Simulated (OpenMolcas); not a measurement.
# A ladder of methods for SnSiH6 (SMILES [SiH3][SnH3])

The species is SnSiH6 (8 atoms), meant as a singlet with charge 0. SMILES: `[SiH3][SnH3]`. Geometry: relaxed at PBE0-D4/def2-TZVP.

Quantity: the vertical electron affinity (to the doublet anion), in eV. The values are calculated.

The electron affinity is E(neutral) − E(anion): positive where the electron is bound.

```
                            level           kind     program  value (eV)  CPU time (all runs)
    HF/def2-SVPD (core potential)   Hartree–Fock  OpenMolcas       -1.77                 57 s
 SVWN5/def2-SVPD (core potential)            LDA  OpenMolcas       -0.64              1.8 min
   PBE/def2-SVPD (core potential)            GGA  OpenMolcas       -0.80              2.4 min
revPBE/def2-SVPD (core potential)            GGA  OpenMolcas       -0.86              2.8 min
 M06-L/def2-SVPD (core potential)       meta-GGA  OpenMolcas       -1.34              4.4 min
  TPSS/def2-SVPD (core potential)       meta-GGA  OpenMolcas       -0.99              3.2 min
 B3LYP/def2-SVPD (core potential)  global hybrid  OpenMolcas       -0.88              2.9 min
 BHLYP/def2-SVPD (core potential)  global hybrid  OpenMolcas       -1.19              2.7 min
```

Spin-orbit coupling, which can split open shells on such heavy atoms by tenths of an eV, is left out. Where it was recorded, the anion's HOMO is positive in every row: a fault of the level (basis or self-interaction), which says nothing on whether the real anion is bound. The values span -1.77 to -0.64 eV. Negative values mean that the anion is unbound at that level; they are set by how diffuse the basis is and aren't properties of the molecule, whose anion may well be bound. Times are those of the runs behind each value, whatever else they computed, on shared processors of several kinds: orders of magnitude only.

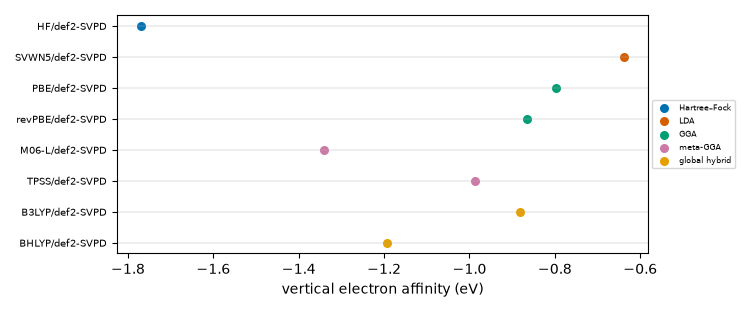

The values of the table, level by level.
